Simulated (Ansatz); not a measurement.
Geometry relaxation, with input and output: CH$_{5}$NO$_{2}$Si (part 2 of 2)

CH$_{5}$NO$_{2}$Si; RKS PBE0-D4/6-31G* (Ansatz 0.2.0). It belongs to a series of runs on one base structure; here: end point B relaxed.

Geometry of the input (Å):
```
N  -0.5851  1.0242  1.3346
C  0.3146  0.4531  0.4306
O  0.2698  -0.9838  0.5504
Si 0.3812  -1.1203  -1.0787
O  -0.1974  0.4223  -0.9383
H  -0.1106  1.8458  1.8719
H  -0.8100  0.3968  2.0914
H  1.3671  0.9067  0.4900
H  -0.7539  -2.0104  -1.5343
H  1.6798  -1.2150  -1.6041
```

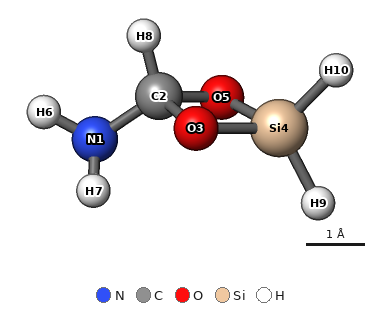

The geometry at step 4 of the log (ball-and-stick view, seen at a tilt; atoms are numbered from 1 in the order of the input).

## What the program printed, continued
```
relax step   8: F+E_penalty+E_count = -14570.12220199 eV  Δ(F+E_penalty+E_count) = -1.850e-2 eV  max|allowed force component| = 2.262e-1 eV/Å  Δτ_max = 0.0433 Å  (29 SCF iters, accepted)
these checks for a lower state are left out or cut short: starts, cluster_reference, orbital_swaps, neighbouring_geometries, increment
948 factors; integrals over basis functions are off by at most 4.6e-4 eV
mean field -14569.95851849 eV, -535.4360996821 hartree, gradient 6.5e-6 eV, S^2 0.000000; 0 other end points of the search recorded, 0 dependent functions left out
the calculation of the forces begins
reference -14569.95854257 eV, -535.4361005667 hartree; 24, 24 occupied and 65, 65 virtual orbitals, 948 factors
relax step   9: F+E_penalty+E_count = -14570.12555937 eV  Δ(F+E_penalty+E_count) = -3.357e-3 eV  max|allowed force component| = 6.664e-2 eV/Å  Δτ_max = 0.0178 Å  (29 SCF iters, accepted)
these checks for a lower state are left out or cut short: starts, cluster_reference, orbital_swaps, neighbouring_geometries, increment
948 factors; integrals over basis functions are off by at most 4.6e-4 eV
mean field -14569.95896552 eV, -535.4361161099 hartree, gradient 6.6e-6 eV, S^2 0.000000; 0 other end points of the search recorded, 0 dependent functions left out
the calculation of the forces begins
reference -14569.95898958 eV, -535.4361169940 hartree; 24, 24 occupied and 65, 65 virtual orbitals, 948 factors
relax step  10: F+E_penalty+E_count = -14570.12609083 eV  Δ(F+E_penalty+E_count) = -5.315e-4 eV  max|allowed force component| = 3.306e-2 eV/Å  Δτ_max = 0.0243 Å  (30 SCF iters, accepted)
these checks for a lower state are left out or cut short: starts, cluster_reference, orbital_swaps, neighbouring_geometries, increment
948 factors; integrals over basis functions are off by at most 4.6e-4 eV
mean field -14569.95905689 eV, -535.4361194676 hartree, gradient 1.9e-5 eV, S^2 0.000000; 0 other end points of the search recorded, 0 dependent functions left out
the calculation of the forces begins
reference -14569.95908094 eV, -535.4361203516 hartree; 24, 24 occupied and 65, 65 virtual orbitals, 948 factors
relax step  11: F+E_penalty+E_count = -14570.12617955 eV  Δ(F+E_penalty+E_count) = -8.873e-5 eV  max|allowed force component| = 7.304e-3 eV/Å  Δτ_max = 0.0032 Å  (23 SCF iters, accepted)
948 factors; integrals over basis functions are off by at most 4.6e-4 eV
mean field evaluation 96: about -14569.9590 eV, gradient 7.7e-2 eV
mean field -14569.95905689 eV, -535.4361194676 hartree, gradient 1.9e-5 eV, S^2 0.000000; 1 other end points of the search recorded, 0 dependent functions left out
the calculation of the forces begins
reference -14569.95908094 eV, -535.4361203516 hartree; 24, 24 occupied and 65, 65 virtual orbitals, 948 factors
Total energy: -14570.12620361 eV, -535.4422619964 hartree
Atom 0 at    -0.502050     1.116466     1.318720 Å, force     0.000953     0.002101    -0.006222 eV/Å
Atom 1 at     0.442994     0.590642     0.426684 Å, force     0.005011    -0.006903     0.007304 eV/Å
Atom 2 at     0.804116    -0.813681     0.638948 Å, force    -0.002181     0.003380    -0.001496 eV/Å
Atom 3 at     0.335629    -1.111187    -0.939452 Å, force    -0.000447    -0.006223     0.006020 eV/Å
Atom 4 at    -0.079511     0.518548    -0.898389 Å, force    -0.003505     0.004499    -0.005314 eV/Å
Atom 5 at    -0.110699     1.215578     2.249174 Å, force    -0.001367    -0.001004     0.001756 eV/Å
Atom 6 at    -1.327681     0.526342     1.361918 Å, force    -0.000714    -0.001307     0.002069 eV/Å
Atom 7 at     1.358822     1.190491     0.466064 Å, force     0.002302     0.004498     0.000264 eV/Å
Atom 8 at    -0.797060    -2.057041    -1.127523 Å, force     0.000016     0.000109    -0.001777 eV/Å
Atom 9 at     1.430981    -1.456829    -1.882635 Å, force    -0.000068     0.000849    -0.002604 eV/Å
Dipole moment:     0.001715    -0.225844     0.151403 e Å
```

## Trajectory as extended XYZ (Å, eV, eV/Å), 11 frames, from step=1 to step=11
```
10
Properties=species:S:1:pos:R:3:forces:R:3 step=1 energy=-14569.09727
N    -0.5851    1.0242    1.3346    1.2354   3.0202   2.0405
C     0.3146    0.4531    0.4306   -0.4391  -1.3440  -0.9696
O     0.2698   -0.9838    0.5504    1.9106  -0.4055   2.8929
Si    0.3812   -1.1203   -1.0787   -3.4024  -0.2203  -0.0087
O    -0.1974    0.4223   -0.9383    0.7960   2.5310  -0.6906
H    -0.1106    1.8458    1.8719   -1.1193  -1.6756  -1.5449
H    -0.8100    0.3968    2.0914   -0.2880  -0.7038  -0.2058
H     1.3671    0.9067    0.4900   -1.2001  -0.6398  -0.3081
H    -0.7539   -2.0104   -1.5343    0.8966  -0.1043  -0.3635
H     1.6798   -1.2150   -1.6041    1.6103  -0.4580  -0.8422
10
Properties=species:S:1:pos:R:3:forces:R:3 step=2 energy=-14569.88429
N    -0.5914    1.0391    1.3505    0.2321   0.6763   1.0655
C     0.3233    0.4675    0.4505    0.7467  -0.0813  -0.2665
O     0.4451   -0.9624    0.6198    0.1413   0.4386   0.1860
Si    0.3175   -1.1005   -1.0485   -0.6278   0.1827  -0.0517
O    -0.0813    0.5287   -0.9481    0.1268  -0.2430   0.2687
H    -0.1652    1.8240    1.8784   -0.3730  -0.6549  -0.6597
H    -0.8805    0.3586    2.0521   -0.1214  -0.0609  -0.3972
H     1.3290    0.9454    0.5080   -0.4540  -0.1575   0.0335
H    -0.7459   -2.0285   -1.5316    0.1344   0.0494  -0.0041
H     1.6049   -1.3527   -1.7176    0.1949  -0.1493  -0.1745
10
Properties=species:S:1:pos:R:3:forces:R:3 step=3 energy=-14569.96231
N    -0.5886    1.0332    1.3417   -0.0555  -0.3323   0.2230
C     0.3685    0.4955    0.4566    0.1479  -0.0481  -0.0195
O     0.5396   -0.9234    0.6359   -0.0938   0.2132  -0.2577
Si    0.3002   -1.0925   -1.0302    0.2162   0.1632  -0.0285
O    -0.0309    0.5516   -0.9395    0.0318  -0.4274   0.1410
H    -0.2045    1.7800    1.8999    0.0599   0.1564   0.0873
H    -0.9478    0.3115    1.9674    0.0071   0.1465  -0.3419
H     1.3418    1.0006    0.5283   -0.0866   0.0896   0.0744
H    -0.7772   -2.0132   -1.4727   -0.0880   0.0358   0.0711
H     1.5545   -1.4240   -1.7739   -0.1391   0.0031   0.0508
10
Properties=species:S:1:pos:R:3:forces:R:3 step=4 energy=-14570.01725
N    -0.5669    1.0439    1.3235   -0.0867  -0.1260   0.2725
C     0.4034    0.5249    0.4467    0.0678   0.2089   0.0716
O     0.6198   -0.8824    0.6364   -0.0152  -0.0628  -0.2031
Si    0.3071   -1.0941   -1.0111    0.2628   0.0276   0.0161
O    -0.0107    0.5459   -0.9437   -0.0320  -0.1555   0.0767
H    -0.1950    1.6859    2.0150    0.0773  -0.1083  -0.1310
H    -1.0548    0.2868    1.8003   -0.0039   0.1909  -0.2172
H     1.3504    1.0750    0.5195   -0.0745   0.0471   0.0498
H    -0.8119   -1.9986   -1.3676   -0.0939  -0.0269   0.0343
H     1.5142   -1.4680   -1.8054   -0.1018   0.0050   0.0303
10
Properties=species:S:1:pos:R:3:forces:R:3 step=5 energy=-14570.04242
N    -0.5447    1.0628    1.3139   -0.4014  -0.2826   0.7659
C     0.4265    0.5500    0.4406   -0.0045   0.2330  -0.0072
O     0.6853   -0.8507    0.6342    0.1230  -0.2066  -0.1137
Si    0.3207   -1.0974   -0.9951    0.0761  -0.1454   0.1263
O    -0.0096    0.5355   -0.9423   -0.0683   0.1517   0.0969
H    -0.1570    1.5728    2.1201   -0.1908  -0.5155  -0.6093
H    -1.1682    0.3005    1.6405    0.5067   0.7983  -0.2814
H     1.3495    1.1393    0.5100   -0.0352  -0.0426   0.0172
H    -0.8300   -2.0001   -1.2731    0.0282   0.0071   0.0107
H     1.4831   -1.4932   -1.8352   -0.0338   0.0026  -0.0054
10
Properties=species:S:1:pos:R:3:forces:R:3 step=6 energy=-14570.10218
N    -0.5224    1.0996    1.3264    0.1279   0.0302   0.0818
C     0.4206    0.5611    0.4374   -0.1802  -0.0051  -0.0961
O     0.7233   -0.8467    0.6392    0.0359  -0.0541  -0.0671
Si    0.3301   -1.1100   -0.9738   -0.0222  -0.0267   0.1257
O    -0.0680    0.5167   -0.9179   -0.0214   0.0407   0.1313
H    -0.0917    1.4279    2.1907   -0.1641  -0.2249  -0.2429
H    -1.2654    0.4318    1.5252    0.1167   0.1552   0.0053
H     1.3444    1.1424    0.4748    0.0707   0.0836   0.0781
H    -0.7949   -2.0464   -1.2421    0.0100   0.0042   0.0229
H     1.4795   -1.4571   -1.8464    0.0267  -0.0030  -0.0390
10
Properties=species:S:1:pos:R:3:forces:R:3 step=7 energy=-14570.10370
N    -0.4975    1.1256    1.3048   -0.5390  -0.1680   0.4592
C     0.4279    0.5784    0.4272    0.6873   0.1956  -0.0618
O     0.8022   -0.8277    0.6357   -0.1480   0.0865  -0.0120
Si    0.3336   -1.1180   -0.9467    0.1046  -0.0041   0.0898
O    -0.0802    0.5112   -0.8937   -0.0746  -0.0009  -0.2194
H    -0.0808    1.2311    2.2240   -0.0936   0.0439   0.0410
H    -1.3245    0.5365    1.3784   -0.0024   0.0772   0.0231
H     1.3331    1.1980    0.5105    0.0925  -0.2280  -0.2974
H    -0.7956   -2.0672   -1.1405    0.0007   0.0142  -0.0136
H     1.4373   -1.4486   -1.8861   -0.0274  -0.0163  -0.0090
10
Properties=species:S:1:pos:R:3:forces:R:3 step=8 energy=-14570.12220
N    -0.5057    1.1094    1.3158   -0.0064   0.2262   0.0838
C     0.4381    0.5919    0.4239   -0.0566  -0.1596  -0.0438
O     0.7843   -0.8133    0.6435    0.1108  -0.0665  -0.0777
Si    0.3360   -1.1123   -0.9425    0.0003  -0.0209   0.0534
O    -0.0773    0.5157   -0.9052    0.0249   0.1139  -0.0007
H    -0.0915    1.2293    2.2324   -0.0529   0.0274   0.0818
H    -1.3269    0.5174    1.3903    0.0297  -0.0568  -0.0564
H     1.3550    1.1937    0.4734   -0.0561  -0.0534  -0.0476
H    -0.7977   -2.0544   -1.1434    0.0102  -0.0074   0.0001
H     1.4414   -1.4582   -1.8746   -0.0040  -0.0028   0.0071
10
Properties=species:S:1:pos:R:3:forces:R:3 step=9 energy=-14570.12556
N    -0.5064    1.1137    1.3186    0.0275   0.0276   0.0142
C     0.4387    0.5876    0.4280    0.0666  -0.0041  -0.0391
O     0.7990   -0.8175    0.6383   -0.0295   0.0141  -0.0069
Si    0.3359   -1.1116   -0.9431    0.0249  -0.0033   0.0064
O    -0.0728    0.5193   -0.9023   -0.0479  -0.0095   0.0128
H    -0.1047    1.2365    2.2418   -0.0264  -0.0055   0.0026
H    -1.3267    0.5186    1.3831    0.0039  -0.0176  -0.0156
H     1.3546    1.1882    0.4695   -0.0117  -0.0073   0.0203
H    -0.7968   -2.0556   -1.1391   -0.0068   0.0024   0.0050
H     1.4349   -1.4599   -1.8814   -0.0007   0.0032   0.0002
10
Properties=species:S:1:pos:R:3:forces:R:3 step=10 energy=-14570.12609
N    -0.5010    1.1163    1.3187   -0.0067   0.0149   0.0148
C     0.4436    0.5897    0.4274   -0.0331  -0.0144  -0.0184
O     0.8049   -0.8142    0.6400    0.0058  -0.0098  -0.0039
Si    0.3369   -1.1123   -0.9385   -0.0243   0.0178  -0.0005
O    -0.0814    0.5170   -0.8969    0.0116  -0.0091  -0.0052
H    -0.1118    1.2156    2.2499    0.0077   0.0011   0.0046
H    -1.3288    0.5293    1.3614    0.0012  -0.0075  -0.0066
H     1.3588    1.1891    0.4637    0.0261   0.0205   0.0127
H    -0.7968   -2.0565   -1.1285    0.0051  -0.0086   0.0020
H     1.4312   -1.4547   -1.8837    0.0065  -0.0049   0.0004
10
Properties=species:S:1:pos:R:3:forces:R:3 step=11 energy=-14570.12618
N    -0.5020    1.1165    1.3187    0.0010   0.0021  -0.0062
C     0.4430    0.5906    0.4267    0.0050  -0.0069   0.0073
O     0.8041   -0.8137    0.6389   -0.0022   0.0034  -0.0015
Si    0.3356   -1.1112   -0.9395   -0.0004  -0.0062   0.0060
O    -0.0795    0.5185   -0.8984   -0.0035   0.0045  -0.0053
H    -0.1107    1.2156    2.2492   -0.0014  -0.0010   0.0018
H    -1.3277    0.5263    1.3619   -0.0007  -0.0013   0.0021
H     1.3588    1.1905    0.4661    0.0023   0.0045   0.0003
H    -0.7971   -2.0570   -1.1275    0.0000   0.0001  -0.0018
H     1.4310   -1.4568   -1.8826   -0.0001   0.0008  -0.0026
```

## Results in brief

| quantity | value |
| --- | --- |
| outcome | converged |
| total energy | −14570.1262 eV |
| mean-field energy | −14569.9591 eV |
| largest force (length of the vector) at the end | 0.011 eV/Å |
| hardware | 1 thread of Arm Neoverse V1, 24 GiB of memory available, shared host |
| wall time | 59 s |
| peak memory | 0.18 GiB |
